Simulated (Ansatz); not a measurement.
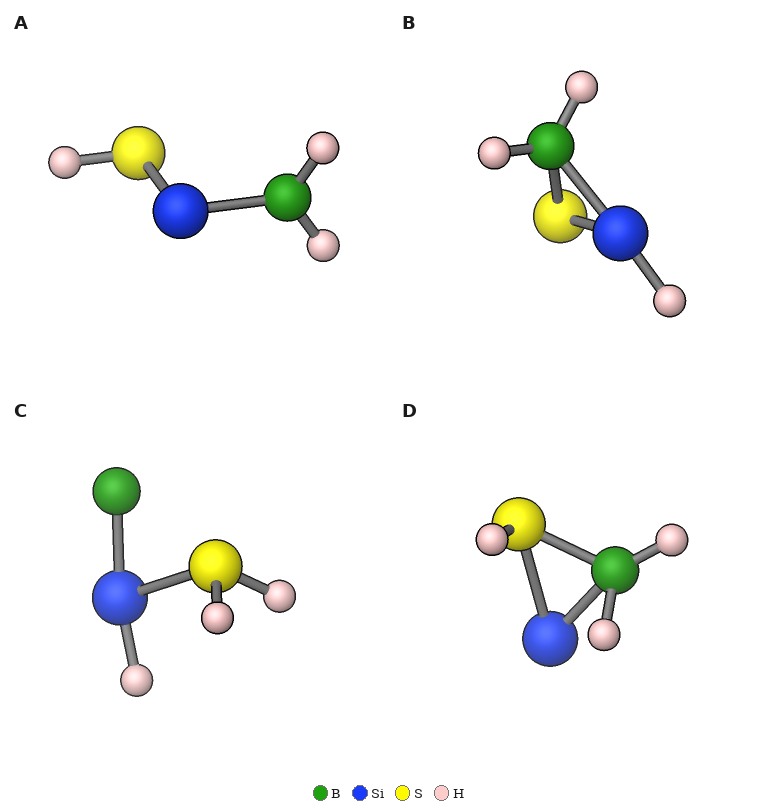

4 stationary structures of one formula. Geometries: PBE-D4/def2-SVP. Electronic energies: PBE-D4/def2-SVP (Ansatz 0.2.0), without zero-point energy. No frequency run is at hand to confirm each as a minimum.

Rank them by energy, lowest first.

B is lowest (Cs); D lies 0.326 eV above it (C1), A lies 0.688 eV above it (Cs), C lies 4.805 eV above it (Cs).
